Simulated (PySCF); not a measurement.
# OsO2F2: forces at shaken geometries

Aim: move all atoms of relaxed OsO2F2 at random and read energies and forces. The species was built from a template and needn't be a known compound.

The runs use PySCF 2.14.0; BP86, Os def2-SVP with ECP60, O def2-SVP, F def2-SVP; scalar-relativistic core potentials, no spin–orbit coupling.

3 further runs of the same task are left out: 2 for a known fault of the program, 1 that didn't finish.

## (1) Where the work starts

5 atoms, charge 0, spin multiplicity 3.

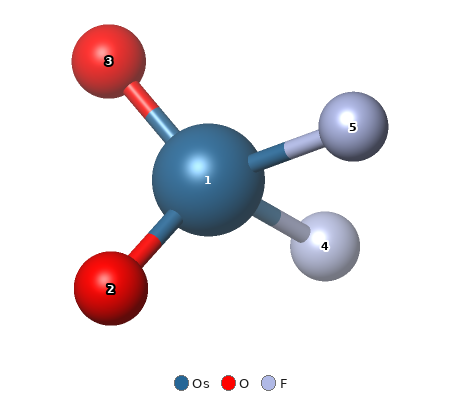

The geometry (osmium blue, oxygen red, fluorine light blue); atoms are numbered from 1 in the order of the file.

Coordinates:

| atom | x (Å) | y (Å) | z (Å) |
| --- | --- | --- | --- |
| Os1 | 0.00000 | 0.00000 | 0.12384 |
| O2 | 0.97179 | 0.97179 | 1.16834 |
| O3 | -0.97179 | -0.97179 | 1.16834 |
| F4 | 0.90696 | -0.90696 | -1.26291 |
| F5 | -0.90696 | 0.90696 | -1.26291 |

Formal oxidation states: Os +6. An earlier session relaxed this geometry at BP86, Os def2-SVP with ECP60, O def2-SVP, F def2-SVP (triplet, point group C2v).

Its energy there is -440.716827 Eh.

## (2) Atoms moved at random, σ = 0.15 Å

run.py (the lines that set the calculation) reads:

```python
mol = gto.M(atom='''
Os    -0.29684     0.10068     0.16315
O      0.87783     0.97937     1.32067
O     -0.88546    -1.00488     1.17475
F      0.97959    -0.75923    -1.40621
F     -0.67512     0.68405    -1.31764''',
    basis={'Os': 'def2-SVP', 'O': 'def2-SVP', 'F': 'def2-SVP'},
    ecp={'Os': 'def2-SVP'},
    charge=0, spin=2)
mf = dft.UKS(mol, xc='B88,P86')
mf.grids.atom_grid = (50, 194)
mf = mf.density_fit()  # fitting sets: Os def2-universal-JKFIT, O def2-universal-JKFIT, F def2-universal-JKFIT
mf.conv_tol = 1e-08; mf.max_cycle = 55
mf.kernel(dm0)  # dm0: the density of the relaxed state
```

Command:

```bash
$ OMP_NUM_THREADS=2 python run.py
```

## (3) Atoms moved at random, σ = 0.15 Å

run.py (the lines that set the calculation) reads:

```python
mol = gto.M(atom='''
Os     0.02583     0.22771     0.27337
O      0.84265     0.75822     1.23780
O     -0.83762    -0.72443     1.14495
F      0.98435    -0.89646    -1.33561
F     -1.01521     0.63495    -1.38580''',
    basis={'Os': 'def2-SVP', 'O': 'def2-SVP', 'F': 'def2-SVP'},
    ecp={'Os': 'def2-SVP'},
    charge=0, spin=2)
mf = dft.UKS(mol, xc='B88,P86')
mf.grids.atom_grid = (50, 194)
mf = mf.density_fit()  # fitting sets: Os def2-universal-JKFIT, O def2-universal-JKFIT, F def2-universal-JKFIT
mf.conv_tol = 1e-08; mf.max_cycle = 55
mf.kernel(dm0)  # dm0: the density of the relaxed state
```

## (4) Atoms moved at random, σ = 0.06 Å

run.py (the lines that set the calculation) reads:

```python
mol = gto.M(atom='''
Os    -0.01357     0.00823     0.15538
O      0.93076     0.91643     1.12964
O     -0.90213    -0.94641     1.13382
F      0.85254    -0.88358    -1.22443
F     -0.86760     0.90534    -1.25969''',
    basis={'Os': 'def2-SVP', 'O': 'def2-SVP', 'F': 'def2-SVP'},
    ecp={'Os': 'def2-SVP'},
    charge=0, spin=2)
mf = dft.UKS(mol, xc='B88,P86')
mf.grids.atom_grid = (50, 194)
mf = mf.density_fit()  # fitting sets: Os def2-universal-JKFIT, O def2-universal-JKFIT, F def2-universal-JKFIT
mf.conv_tol = 1e-08; mf.max_cycle = 55
mf.kernel(dm0)  # dm0: the density of the relaxed state
```

Before running it: what results should come out? Wanted: for each run, σ; energy rise; harmonic estimate −½ F·u; largest force component.

**Answer**, as computed:

| σ (Å) | energy rise (eV) | harmonic estimate −½ F·u (eV) | largest force component (eV/Å) |
| --- | --- | --- | --- |
| 0.15 | 3.189 | 2.627 | 11.05 |
| 0.15 | 8.032 | 9.673 | 43.17 |
| 0.06 | 0.590 | 0.641 | 7.00 |

Every displacement raises the energy. For a harmonic well the rise equals −½ F·u; the two differ by at most 20 % here (a move with σ = 0.15 Å), from anharmonicity, the grid and the small forces left at the relaxed point. These are double-zeta-type bases without diffuse functions. Spin–orbit coupling is left out for this open shell, where it can reorder the states. Open shells may have lower solutions than the one found.
